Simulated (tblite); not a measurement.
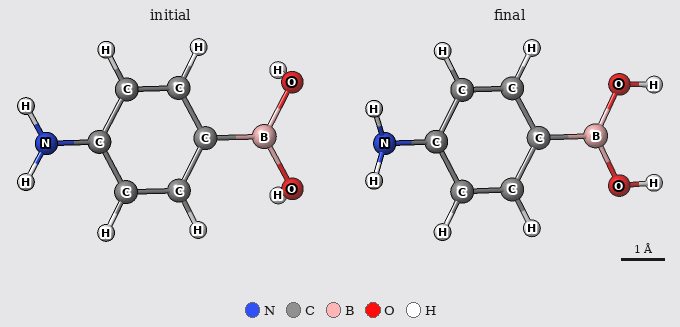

The structure of C$_{6}$H$_{8}$BNO$_{2}$ before (left) and after (right) a relaxation, at one scale.

A ball-and-stick model, seen at a tilt.

Level of theory: GFN2-xTB geometry optimisation, gas phase (tblite). 

### Describe what moved and what it gained.

The energy falls by 139.9 kJ/mol in 64 geometry steps. The largest moves after the best rigid fit, 0.93 Å, are those of H atoms. Largest moves by element: H 0.93 Å, O 0.36 Å, B 0.28 Å, C 0.20 Å, N 0.05 Å. Among the contacts that change: B–O 1.465 → 1.362 Å, H–N 1.051 → 1.007 Å, H–O 0.994 → 0.958 Å, C–N 1.416 → 1.380 Å. Bond angles that change, for instance: B–O–H 104.3° → 116.6°, B–O–H 105.1° → 116.6°, C–N–H 121.4° → 116.4°. Groups turn about B–O by about 90°, B–O by about 90°.
